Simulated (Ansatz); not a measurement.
## Single-point calculation, with input and output: NbHCl$_{2}$O$_{2}$

- system: NbHCl$_{2}$O$_{2}$, SMILES [O]=[Nb]([OH])([Cl])[Cl]
- method: RKS r2SCAN0-D4/def2-TZVPP (Ansatz 0.2.0)

The geometry comes from this level: PBE0-D4/def2-TZVP.

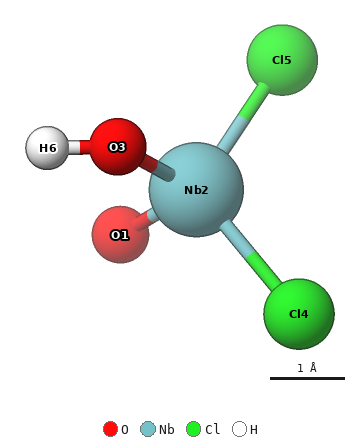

**Figure 1.** The input geometry (ball-and-stick view, seen at a tilt; atoms are numbered from 1 in the order of the input). Sticks mark near contacts. Bond lengths as drawn: Cl–Nb 2.29 Å, H–O 0.96 Å and Nb–O 1.68 to 1.87 Å.

## The input
```yaml
crystal:
  periodic: [false, false, false]
  atoms:
    - {symbol: O, position_ang: [-1.413720, -0.064473, 1.067407]}
    - {symbol: Nb, position_ang: [-0.305669, 0.113167, -0.185292]}
    - {symbol: O, position_ang: [1.360888, -0.446724, 0.455601]}
    - {symbol: Cl, position_ang: [-0.974389, -1.209925, -1.931517]}
    - {symbol: Cl, position_ang: [-0.231862, 2.325800, -0.773369]}
    - {symbol: H, position_ang: [1.606753, -0.781846, 1.321069]}
basis:
  gaussian: {orbitals: def2-TZVPP}
hamiltonian: {xc: {name: r2SCAN0}, dispersion: d4}
output: {orbitals: {seedname: orbitals}}
```

Machine: 4 threads of Intel Xeon, 149 GiB of memory available, shared host.

Command:
```bash
ansatz run in.yaml --threads 4 --pin off --events-out ev --progress --plain --max-ram 10444MiB
```

## The program's output
```
Functional definition: r2SCAN0
  name "r2SCAN0"
  cite "Bursch, Neugebauer, Ehlert & Grimme, J. Chem. Phys. 156, 134105 (2022) doi:10.1063/5.0086040"
  cite "Furness, Kaplan, Ning, Perdew & Sun, J. Phys. Chem. Lett. 11, 8208 (2020) doi:10.1021/acs.jpclett.0c02405"
  cite "Furness, Kaplan, Ning, Perdew & Sun, J. Phys. Chem. Lett. 11, 9248 (2020) doi:10.1021/acs.jpclett.0c03077"
  parent r2scan
  parameter a = 0.25
  parameter k0 = 0.174
  parameter k1 = 0.065
  parameter a1 = 4.9479
  exchange = (1 - a)*r2scan_x(k0 = k0, k1 = k1, a1 = a1) + a*exact_x
  correlation = r2scan_c
1388 factors; their error is unknown
mean field evaluation 1: about -30698.9994 eV, gradient 8.5e1 eV
mean field evaluation 2: about -30536.4109 eV, gradient 3.0e2 eV
mean field evaluation 4: about -30710.1863 eV, gradient 2.2e1 eV
mean field evaluation 8: about -30711.1076 eV, gradient 2.6e-1 eV
mean field evaluation 16: about -30711.2080 eV, gradient 1.8e-4 eV
mean field -30711.20803141 eV, -1128.6160783500 hartree, gradient 6.5e-5 eV, S^2 0.000000; 0 other end points of the search recorded, 0 dependent functions left out
reference -30711.20804565 eV, -1128.6160788730 hartree; 32, 32 occupied and 184, 184 virtual orbitals, 1388 factors
Total energy: -30711.26361546 eV, -1128.6181210262 hartree
```

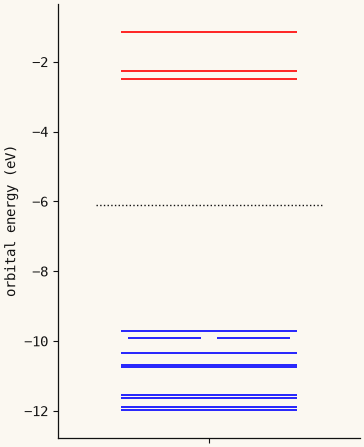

**Figure 2.** Orbital energies near the frontier; the dotted line parts filled from empty levels, and levels within 0.02 eV of each other stand side by side. Highest filled −9.72 eV, lowest empty −2.51 eV, 7.21 eV apart.

## Summary

```csv
quantity,value
outcome,converged
total energy,−30711.2636 eV
mean-field energy,−30711.2080 eV
dispersion energy,−0.0556 eV
SCF solution under orbital rotations,stable
HOMO,−9.72 eV
LUMO,−2.51 eV
wall time,2.5 s (CPU time 8.7 s)
peak memory,0.6 GiB
```
